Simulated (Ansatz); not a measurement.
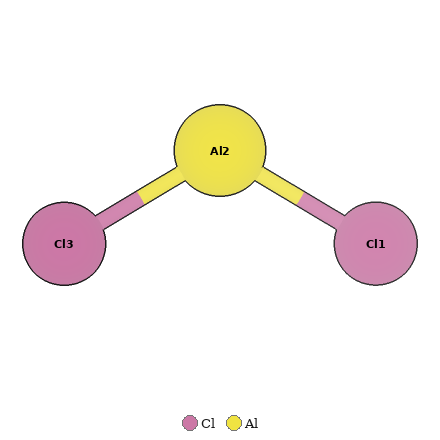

The system is AlCl2, SMILES [Cl][Al][Cl], spin multiplicity 2; the picture shows the reference structure. First axis: angle Cl1–Al2–Cl3 (carried through 180). Second axis: change of the bonds Al2–Cl1, Al2–Cl3, all alike. Nothing is relaxed (all other coordinates rigid). The scan uses a 13 × 13 grid; 91 points were computed and 78 follow by symmetry. Points are written as (first, second). All energies are given in kcal/mol relative to the relaxed molecule at the same level. These are results of UKS r2SCAN0-D4/def2-TZVP (Ansatz 0.2.0), not measurements.

Its coordinates:

```yaml
atoms:
  - { symbol: Cl, position_ang: [0.5652, -1.7997, 0.1036] }
  - { symbol: Al, position_ang: [0.3994, 0.2835, 0.2520] }
  - { symbol: Cl, position_ang: [-1.2892, 1.2132, -0.5686] }
```

The input of one point:

```yaml
crystal:
  periodic: [false, false, false]
  atoms:
    - { symbol: Cl, position_ang: [2.127894, -0.57451, 1.102879] }
    - { symbol: Al, position_ang: [0.399366, 0.283458, 0.252037] }
    - { symbol: Cl, position_ang: [0.308354, 2.381795, 0.44327] }
magnetization:
  spin_polarized: true
  initial_magnetization: 1
basis:
  gaussian: { orbitals: def2-TZVP }
hamiltonian:
  xc: { name: r2SCAN0 }
  dispersion: d4
output:
  forces: true
```

Range: angle Cl1–Al2–Cl3 (carried through 180) from 100.5 to 259.5°; change of the bonds Al2–Cl1, Al2–Cl3, all alike from −0.230 to 0.356 Å.

What will the energy surface look like?

The lowest grid point is at (113.8°, 0.014 Å), 0.31 kcal/mol from the relaxed molecule at the same level; the map holds 2 wells of about this depth. It is the only kind of minimum in the scanned range. The highest grid point, (180.0°, −0.230 Å), lies 53.2 kcal/mol above the lowest. On the interpolated surface the easiest way out of the lowest well to a well of about the same depth near (246.2°, 0.014 Å) passes a barrier of about 19 kcal/mol.

```tsv
second ↓, first →	100.5	113.8	127.0	140.3	153.5	166.8	180.0	193.2	206.5	219.7	233.0	246.2	259.5
0.356	32.1	29.7	29.7	31.5	34.3	37.0	38.2	37.0	34.3	31.5	29.7	29.7	32.1
0.307	26.0	23.5	23.7	25.8	29.0	32.1	33.5	32.1	29.0	25.8	23.7	23.5	26.0
0.258	20.4	17.8	18.1	20.4	24.0	27.6	29.2	27.6	24.0	20.4	18.1	17.8	20.4
0.209	15.3	12.5	12.9	15.5	19.5	23.6	25.5	23.6	19.5	15.5	12.9	12.5	15.3
0.161	10.9	8.0	8.5	11.3	15.8	20.4	22.5	20.4	15.8	11.3	8.5	8.0	10.9
0.112	7.4	4.2	4.7	7.9	12.7	17.9	20.3	17.9	12.7	7.9	4.7	4.2	7.4
0.063	5.1	1.6	2.1	5.4	10.7	16.5	19.3	16.5	10.7	5.4	2.1	1.6	5.1
0.014	4.2	0.3	0.8	4.3	10.0	16.4	19.5	16.4	10.0	4.3	0.8	0.3	4.2
−0.035	5.2	0.8	1.2	4.9	10.9	17.9	21.4	17.9	10.9	4.9	1.2	0.8	5.2
−0.084	8.4	3.4	3.7	7.5	13.8	21.3	25.3	21.3	13.8	7.5	3.7	3.4	8.4
−0.133	14.4	8.7	8.8	12.7	19.3	27.3	31.7	27.3	19.3	12.7	8.8	8.7	14.4
−0.182	23.9	17.3	17.1	20.9	27.7	36.2	40.9	36.2	27.7	20.9	17.1	17.3	23.9
−0.230	37.2	29.6	29.0	32.8	39.7	48.4	53.5	48.4	39.7	32.8	29.0	29.6	37.2
```

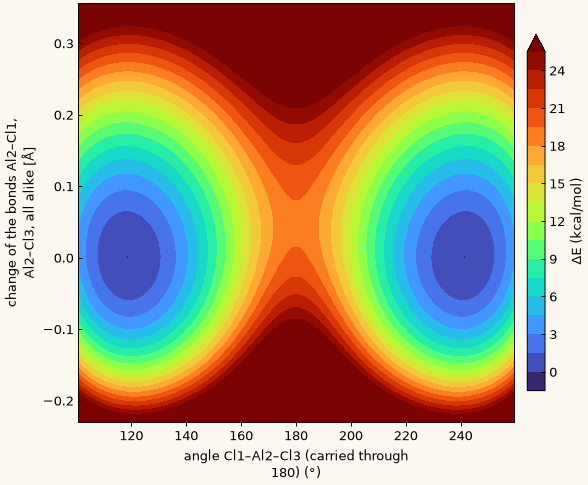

Drawn: filled contours, one colour for all values above the top of the scale. Between grid points the surface is interpolated.

Time for the 91 points that were run: 15 min on 1 thread of Arm Neoverse V2, on a shared host.
